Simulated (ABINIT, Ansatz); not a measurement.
# K2LiScF6 (Fm-3m): G0W0 on several meshes in ABINIT

Aim: the GW shift of K2LiScF6 (Fm-3m) against the k mesh.

Program: ABINIT 10.8.3. Level of theory: LDA and many-body steps on it, plane waves. Results are calculated unless marked as measured.

## (1) Set-up

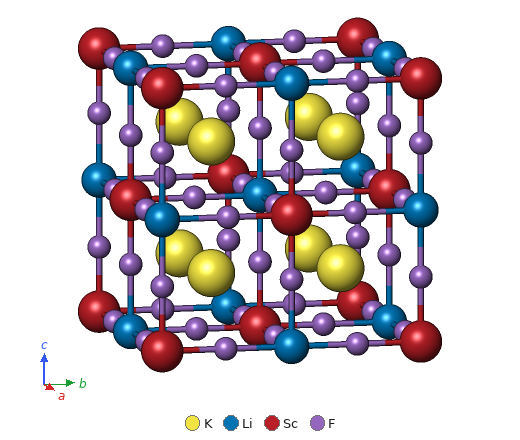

The starting structure, seen slightly off an axis (potassium yellow, lithium blue, scandium red, fluorine purple). This picture shows the conventional cell, with its axes. Some periodic images of atoms are drawn too.

The cell and positions are those that the Materials Project relaxed with its own functionals (PBE, PBE+U or r2SCAN), kept fixed.

## (2) Empty states on the mesh, 2×2×2 mesh, 294 bands

This step: ABINIT 10.8.3; DFT, LDA, plane waves, norm-conserving pseudopotentials.

The sums over transitions need many empty states on a uniform mesh; this step solves for them.

The input, run.abi:

```
acell 3*1.0 Angstrom
rprim 
  -0.000000000000 4.144804000000 4.144804000000
  4.144804000000 -0.000000000000 4.144804000000
  4.144804000000 4.144804000000 -0.000000000000
ntypat 4
znucl 19 3 21 9
natom 10
typat 1 1 2 3 4 4 4 4 4 4
xred 
  0.250000000000 0.250000000000 0.250000000000
  0.750000000000 0.750000000000 0.750000000000
  0.500000000000 0.500000000000 0.500000000000
  -0.000000000000 -0.000000000000 -0.000000000000
  0.245587000000 0.245587000000 0.754413000000
  0.245587000000 0.754413000000 0.754413000000
  0.754413000000 0.754413000000 0.245587000000
  0.245587000000 0.754413000000 0.245587000000
  0.754413000000 0.245587000000 0.754413000000
  0.754413000000 0.245587000000 0.245587000000
pp_dirpath "pseudos"
pseudos "K.upf, Li.upf, Sc.upf, F.upf"
ecut 36
ngkpt 2 2 2
nshiftk 1
shiftk 0 0 0
kptopt 1
chksymbreak 0
iscf -2
irdden 1
istwfk *1
nband 294
nbdbuf 26
tolwfr 1e-09
nstep 60
prtvol 0
indata_prefix "in"
outdata_prefix "out"
tmpdata_prefix "tmp"
```

Run with:

```
$ OMP_NUM_THREADS=1 mpirun -n 4 abinit run.abi > log
```

Numbers of over 12 decimals in the logs are rounded to 6 here.

The program printed:

```text
.Version 10.8.3 of ABINIT. v10.8.2 released Aug 2026.

 Symmetries : space group Fm -3 m (#225); Bravais cF (face-center cubic)
[... echo of the input left out ...]
== DATASET  1 ==================================================================
-   mpi_nproc: 4, omp_nthreads: 1 (-1 if OMP is not activated)
-    --> not optimal distribution: autoparal keyword recommended in input file <--

--- !DatasetInfo
iteration_state: {dtset: 1, }
dimensions: {natom: 10, nkpt: 3, mband: 294, nsppol: 1, nspinor: 1, nspden: 1, mpw: 9922, }
cutoff_energies: {ecut:  36.0, pawecutdg:  -1.0, }
[...]
2.80472    2.80472    2.81613    2.81613    2.81613    2.87912    2.87912    2.87912
   2.92103    2.92103    2.92103    2.94028    2.94236    2.97976    2.97985    2.98588
   2.98611    2.98860    2.98889    2.98990    3.03685    3.03935
 prteigrs : prtvol=0 or 1, do not print more k-points.

== END DATASET(S) ==============================================================
================================================================================

 -outvars: echo values of variables after computation  --------
            nband         294
             nkpt           3
          spgroup         225
 [... the other variables as echoed above ...]

 Calculation completed.
```

The job ended after 4.5 min (4 MPI ranks of Arm Neoverse N1, shared host; peak memory 0.5 GiB).

This step gave:

| Item | Value |
| --- | --- |
| gap | 6.751 eV |
| k of the valence top | 0, 0, 0 |
| k of the conduction bottom | 0, 0, 0 |
| least direct gap | 6.751 eV |
| k points computed | 3 |
| lowest point of the top converged band, above the valence top | 75.6583 eV |

On this mesh the gap is 6.751 eV.

The density comes from a self-consistent run that is not shown.

## (3) Screening, 2×2×2 mesh, 131 bands, screening to 114.3 eV

The RPA dielectric matrix is built and inverted for each q.

This step: RPA screening on LDA, plane waves, norm-conserving pseudopotentials.

Edit run.abi of step 2 so:

```diff
@@ -28,10 +28,11 @@
 chksymbreak 0
-iscf -2
-irdden 1
 istwfk *1
-nband 294
-nbdbuf 26
-tolwfr 1e-09
-nstep 60
-prtvol 0
+occopt 1
+irdwfk 1
+optdriver 3
+nband 131
+ecuteps 4.2
+inclvkb 2
+awtr 1
+symchi 1
 indata_prefix "in"
```

The program printed:

```text
.Version 10.8.3 of ABINIT. v10.8.2 released Aug 2026.

 Symmetries : space group Fm -3 m (#225); Bravais cF (face-center cubic)
[... echo of the input left out ...]
== DATASET  1 ==================================================================
-   mpi_nproc: 4, omp_nthreads: 1 (-1 if OMP is not activated)

--- !DatasetInfo
iteration_state: {dtset: 1, }
dimensions: {natom: 10, nkpt: 3, mband: 131, nsppol: 1, nspinor: 1, nspden: 1, mpw: 9922, }
cutoff_energies: {ecut:  36.0, pawecutdg:  -1.0, }
electrons: {nelect:   7.40000000E+01, charge:   0.00000000E+00, occopt:   1.00000000E+00, tsmear:   1.00000000E-02, }

 SCREENING: Calculation of the susceptibility and dielectric matrices

 Based on a program developped by R.W. Godby, V. Olevano, G. Onida, and L. Reining.
 Incorporated in ABINIT by V. Olevano, G.-M. Rignanese, and M. Torrent.
.Using double precision arithmetic ; gwpc =  8

[... cell and pseudopotentials left out ...]
--------------------------------------------------------------------------------

 ==== K-mesh for the wavefunctions ====
 Number of points in the irreducible wedge :     3
[... list of points left out ...]
 Together with 48 symmetry operations and time-reversal symmetry
 yields     8 points in the full Brillouin Zone.

 ==== Q-mesh for the screening function ====
 Number of points in the irreducible wedge :     3
[... list of points left out ...]
 Together with 48 symmetry operations and time-reversal symmetry
 yields     8 points in the full Brillouin Zone.

 setmesh: FFT mesh size selected  =    40x   40x   40
          total number of points  =        64000

 vcoul_init : cutoff-mode = AUXILIARY_FUNCTION
 q-points for optical limit:   1
     1)      0.000010    0.000020    0.000030

- screening: taking advantage of time-reversal symmetry
- Maximum band index for partially occupied states nbvw = 37
- Remaining bands to be divided among processors   nbcw = 94
- Number of bands treated by each node ~23

 Number of electrons calculated from density =   74.0000; Expected =   74.0000
 average of density, n =  0.077000
 r_s =    1.4582
 omega_plasma =   26.7672 [eV]

 calculating chi0 at frequencies [eV] :
  1    0.000000E+00    0.000000E+00
  2    0.000000E+00    2.676715E+01

--------------------------------------------------------------------------------
  q-point number  1        q = ( 0.000000, 0.000000, 0.000000) [r.l.u.]
--------------------------------------------------------------------------------
[... chi0 elements left out ...]
 For q-point:  0.000010 0.000020 0.000030
  dielectric constant =   2.1492
  dielectric constant without local fields =   2.3655

  Average fulfillment of the sum rule on Im[epsilon] for q-point    1 :     39.00  [%]
[... wings left out ...]
  q-point number  2        q = ( 0.500000, 0.000000, 0.000000) [r.l.u.]
--------------------------------------------------------------------------------
[... chi0 elements left out ...]
  Average fulfillment of the sum rule on Im[epsilon] for q-point    2 :     44.40  [%]

 [... 1 further q-points ...]
```

Elapsed: 81 s, on 4 MPI ranks; peak memory 1.7 GiB.

This step gave:

- ε∞ with local fields, on this mesh, along the program's q direction: 2.149
- the same without local fields: 2.365
- plasma frequency: 26.77 eV
- plane waves in the screening matrix: 411

Local fields lower ε∞ by 9 %. On a Γ-centred mesh this coarse the value itself is usually too large, while a short band sum pulls it down.

## (4) 2×2×2

The self-energy is evaluated for the states that the input lists, and the levels follow from it, in one-shot runs by the linearised quasiparticle equation.

This step: G0W0 on LDA, plane waves, norm-conserving pseudopotentials.

Edit run.abi of step 3 so:

```diff
@@ -31,8 +31,15 @@
 irdwfk 1
-optdriver 3
+optdriver 4
 nband 131
+gwcalctyp 0
+ecutsigx 36
+symsigma 1
+nkptgw 1
+kptgw 
+  0.0000000000 0.0000000000 0.0000000000
+bdgw 
+  35 40
 ecuteps 4.2
-inclvkb 2
-awtr 1
-symchi 1
+irdscr 1
+ppmodel 1
 indata_prefix "in"
```

The program printed:

```text
.Version 10.8.3 of ABINIT. v10.8.2 released Aug 2026.

 Symmetries : space group Fm -3 m (#225); Bravais cF (face-center cubic)
[... echo of the input left out ...]
== DATASET  1 ==================================================================
-   mpi_nproc: 4, omp_nthreads: 1 (-1 if OMP is not activated)

--- !DatasetInfo
iteration_state: {dtset: 1, }
dimensions: {natom: 10, nkpt: 3, mband: 131, nsppol: 1, nspinor: 1, nspden: 1, mpw: 9922, }
cutoff_energies: {ecut:  36.0, pawecutdg:  -1.0, }
electrons: {nelect:   7.40000000E+01, charge:   0.00000000E+00, occopt:   1.00000000E+00, tsmear:   1.00000000E-02, }

 SIGMA: Calculation of the GW corrections

 Based on a program developped by R.W. Godby, V. Olevano, G. Onida, and L. Reining.
 Incorporated in ABINIT by V. Olevano, G.-M. Rignanese, and M. Torrent.
.Using double precision arithmetic ; gwpc =  8

[... cell and pseudopotentials left out ...]
--------------------------------------------------------------------------------

 ==== K-mesh for the wavefunctions ====
 Number of points in the irreducible wedge :     3
[... list of points left out ...]
 Together with 48 symmetry operations and time-reversal symmetry
 yields     8 points in the full Brillouin Zone.

 ==== Q-mesh for screening function ====
 Number of points in the irreducible wedge :     3
[... list of points left out ...]
 Together with 48 symmetry operations and time-reversal symmetry
 yields     8 points in the full Brillouin Zone.

 vcoul_init : cutoff-mode = AUXILIARY_FUNCTION
 q-points for optical limit:   1
     1)      0.000010    0.000020    0.000030
 setmesh: FFT mesh size selected  =    60x   60x   60
          total number of points  =       216000

 Number of electrons calculated from density =   74.0000; Expected =   74.0000
 average of density, n =  0.077000
 r_s =    1.4582
 omega_plasma =   26.7672 [eV]

 === KS Band Gaps ===
  >>>> For spin  1
   Minimum direct gap =   6.7512 [eV], located at k-point      :   0.0000  0.0000  0.0000
   Fundamental gap    =   6.7512 [eV], Top of valence bands at :   0.0000  0.0000  0.0000
                                       Bottom of conduction at :   0.0000  0.0000  0.0000
 SIGMA fundamental parameters:
 PLASMON POLE MODEL  1
 number of plane-waves for SigmaX                 9841
 number of plane-waves for SigmaC and W            411
 number of plane-waves for wavefunctions          9841
 number of bands                                   131
 number of independent spin polarizations            1
 number of spinorial components                      1
 number of k-points in IBZ                           3
 number of q-points in IBZ                           3
 number of symmetry operations                      48
 number of k-points in BZ                            8
 number of q-points in BZ                            8
 number of frequencies for dSigma/dE                 9
 frequency step for dSigma/dE [eV]                0.25
 number of omega for Sigma on real axis              0
 max omega for Sigma on real axis  [eV]           0.00
 zcut for avoiding poles [eV]                     0.10

 EPSILON^-1 parameters (SCR file):
 dimension of the eps^-1 matrix on file            411
 dimension of the eps^-1 matrix used               411
 number of plane-waves for wavefunctions          9841
 number of bands                                   131
 number of q-points in IBZ                           3
 number of frequencies                               2
 number of real frequencies                          1
 number of imag frequencies                          1

 matrix elements of self-energy operator (all in [eV])

 Perturbative Calculation

--- !SelfEnergy_ee
iteration_state: {dtset: 1, }
kpoint     : [   0.000,    0.000,    0.000, ]
spin       : 1
KS_gap     :    6.751
QP_gap     :   12.214
Delta_QP_KS:    5.462
data: !SigmaeeData |
     Band     E0 <VxcDFT>   SigX SigC(E0)      Z dSigC/dE  Sig(E)    E-E0       E
       35  -0.430 -22.439 -29.753   5.297   0.803  -0.245 -24.059  -1.620  -2.050
       36  -0.430 -22.439 -29.753   5.297   0.803  -0.245 -24.059  -1.620  -2.050
       37  -0.430 -22.439 -29.753   5.297   0.803  -0.245 -24.059  -1.620  -2.050
       38   6.321 -18.463 -10.219  -3.655   0.837  -0.194 -14.621   3.842  10.163
       39   6.321 -18.463 -10.219  -3.655   0.837  -0.194 -14.621   3.842  10.163
       40   6.321 -18.463 -10.219  -3.655   0.837  -0.194 -14.621   3.842  10.163

== END DATASET(S) ==============================================================
================================================================================

 -outvars: echo values of variables after computation  --------
           etotal      0.0000000000E+00
            nband         131
             nkpt           3
          spgroup         225
 [... the other variables as echoed above ...]

 Calculation completed.
```

The job ended after 16 s (4 MPI ranks; peak memory 1.1 GiB; 65 s of CPU time).

This step gave:

* G0W0 gap on the points computed: 12.21 eV
* starting gap on the mesh: 6.751 eV
* k of the valence top: 0, 0, 0
* k of the conduction bottom: 0, 0, 0
* Z at the valence top: 0.803
* Z at the conduction bottom: 0.837
* least direct G0W0 gap on the computed points: 12.21 eV

The gap on the mesh goes from 6.75 eV to 12.21 eV, a correction of +5.46 eV.

## (5) Empty states on the mesh, 4×4×4 mesh, 143 bands

This step: DFT, LDA, plane waves, norm-conserving pseudopotentials.

Edit run.abi of step 4 so:

```diff
@@ -23,3 +23,3 @@
 ecut 36
-ngkpt 2 2 2
+ngkpt 4 4 4
 nshiftk 1
@@ -28,18 +28,10 @@
 chksymbreak 0
+iscf -2
+irdden 1
 istwfk *1
-occopt 1
-irdwfk 1
-optdriver 4
-nband 131
-gwcalctyp 0
-ecutsigx 36
-symsigma 1
-nkptgw 1
-kptgw 
-  0.0000000000 0.0000000000 0.0000000000
-bdgw 
-  35 40
-ecuteps 4.2
-irdscr 1
-ppmodel 1
+nband 143
+nbdbuf 12
+tolwfr 1e-09
+nstep 60
+prtvol 0
 indata_prefix "in"
```

The program printed:

```text
.Version 10.8.3 of ABINIT. v10.8.2 released Aug 2026.

 Symmetries : space group Fm -3 m (#225); Bravais cF (face-center cubic)
[... echo of the input left out ...]
== DATASET  1 ==================================================================
-   mpi_nproc: 4, omp_nthreads: 1 (-1 if OMP is not activated)

--- !DatasetInfo
iteration_state: {dtset: 1, }
dimensions: {natom: 10, nkpt: 8, mband: 143, nsppol: 1, nspinor: 1, nspden: 1, mpw: 9964, }
cutoff_energies: {ecut:  36.0, pawecutdg:  -1.0, }
[...]
1.45647    1.45647    1.45647    1.51462    1.51462    1.52774    1.52774    1.52774
   1.57029    1.57029    1.57029    1.57122    1.57122    1.60875    1.60875    1.60877
   1.62852    1.62869    1.62896    1.62932    1.62973    1.63106    1.63127
 prteigrs : prtvol=0 or 1, do not print more k-points.

== END DATASET(S) ==============================================================
================================================================================

 -outvars: echo values of variables after computation  --------
            nband         143
             nkpt           8
          spgroup         225
 [... the other variables as echoed above ...]

 Calculation completed.
```

The job ended after 3.3 min (4 MPI ranks; peak memory 0.59 GiB; 13 min of CPU time).

This step gave:

```yaml
gap: 6.751 eV
k_of_the_valence_top: 0, 0, 0
k_of_the_conduction_bottom: 0, 0, 0
least_direct_gap: 6.751 eV
k_points_computed: 8
lowest_point_of_the_top_converged_band_above_the_valence_top: 41.02 eV
```

On this mesh the gap is 6.751 eV.

## (6) Screening, 4×4×4 mesh, 131 bands, screening to 114.3 eV

This step: RPA screening on LDA, plane waves, norm-conserving pseudopotentials.

Edit run.abi of step 5 so:

```diff
@@ -28,10 +28,11 @@
 chksymbreak 0
-iscf -2
-irdden 1
 istwfk *1
-nband 143
-nbdbuf 12
-tolwfr 1e-09
-nstep 60
-prtvol 0
+occopt 1
+irdwfk 1
+optdriver 3
+nband 131
+ecuteps 4.2
+inclvkb 2
+awtr 1
+symchi 1
 indata_prefix "in"
```

The program printed:

```text
.Version 10.8.3 of ABINIT. v10.8.2 released Aug 2026.

 Symmetries : space group Fm -3 m (#225); Bravais cF (face-center cubic)
[... echo of the input left out ...]
== DATASET  1 ==================================================================
-   mpi_nproc: 4, omp_nthreads: 1 (-1 if OMP is not activated)

--- !DatasetInfo
iteration_state: {dtset: 1, }
dimensions: {natom: 10, nkpt: 8, mband: 131, nsppol: 1, nspinor: 1, nspden: 1, mpw: 9964, }
cutoff_energies: {ecut:  36.0, pawecutdg:  -1.0, }
electrons: {nelect:   7.40000000E+01, charge:   0.00000000E+00, occopt:   1.00000000E+00, tsmear:   1.00000000E-02, }

 SCREENING: Calculation of the susceptibility and dielectric matrices

 Based on a program developped by R.W. Godby, V. Olevano, G. Onida, and L. Reining.
 Incorporated in ABINIT by V. Olevano, G.-M. Rignanese, and M. Torrent.
.Using double precision arithmetic ; gwpc =  8

[... cell and pseudopotentials left out ...]
--------------------------------------------------------------------------------

 ==== K-mesh for the wavefunctions ====
 Number of points in the irreducible wedge :     8
[... list of points left out ...]
 Together with 48 symmetry operations and time-reversal symmetry
 yields    64 points in the full Brillouin Zone.

 ==== Q-mesh for the screening function ====
 Number of points in the irreducible wedge :     8
[... list of points left out ...]
 Together with 48 symmetry operations and time-reversal symmetry
 yields    64 points in the full Brillouin Zone.

 setmesh: FFT mesh size selected  =    40x   40x   40
          total number of points  =        64000

 vcoul_init : cutoff-mode = AUXILIARY_FUNCTION
 q-points for optical limit:   1
     1)      0.000010    0.000020    0.000030

- screening: taking advantage of time-reversal symmetry
- Maximum band index for partially occupied states nbvw = 37
- Remaining bands to be divided among processors   nbcw = 94
- Number of bands treated by each node ~23

 Number of electrons calculated from density =   74.0000; Expected =   74.0000
 average of density, n =  0.077000
 r_s =    1.4582
 omega_plasma =   26.7672 [eV]

 calculating chi0 at frequencies [eV] :
  1    0.000000E+00    0.000000E+00
  2    0.000000E+00    2.676715E+01

--------------------------------------------------------------------------------
  q-point number  1        q = ( 0.000000, 0.000000, 0.000000) [r.l.u.]
--------------------------------------------------------------------------------
[... chi0 elements left out ...]
 For q-point:  0.000010 0.000020 0.000030
  dielectric constant =   2.1330
  dielectric constant without local fields =   2.3483

  Average fulfillment of the sum rule on Im[epsilon] for q-point    1 :     38.88  [%]
[... wings left out ...]
  q-point number  2        q = ( 0.250000, 0.000000, 0.000000) [r.l.u.]
--------------------------------------------------------------------------------
[... chi0 elements left out ...]
  Average fulfillment of the sum rule on Im[epsilon] for q-point    2 :     48.60  [%]

 [... 6 further q-points ...]
```

Elapsed: 8.8 min, on 4 MPI ranks; peak memory 3.1 GiB; 35 min of CPU time.

Numbers from this step:

```
ε∞ with local fields, on this mesh, along the program's q direction : 2.133
the same without local fields                                       : 2.348
plasma frequency                                                    : 26.77 eV
plane waves in the screening matrix                                 : 411
```

[end of part 1 of 2]

[Paths, hosts, dates, memory and timing lines, banners, echoed tables and standing remarks are left out of the program output.]

[Logs are printed without paths, hosts, clocks, repeated set-up lines and the standing remarks that a program may print on its own settings, such as how far it seeks lower states.]

[Runs of the session that timed out or met a known fault of the program may be left out.]

[Hosts, paths, dates, database ids (printed as entryN), source tags and the programs' standing remarks are cut or masked in the printed files.]

[G0W0 gaps are taken among the corrected bands and points alone; a level outside them can change the order at an edge.]

[Where Ansatz stands beside ABINIT at settings called matched, ABINIT's density can come from a denser mesh and the files from another edition; pairs whose starting gaps differed by over 0.03 eV were left out, so agreement reads better than it is.]
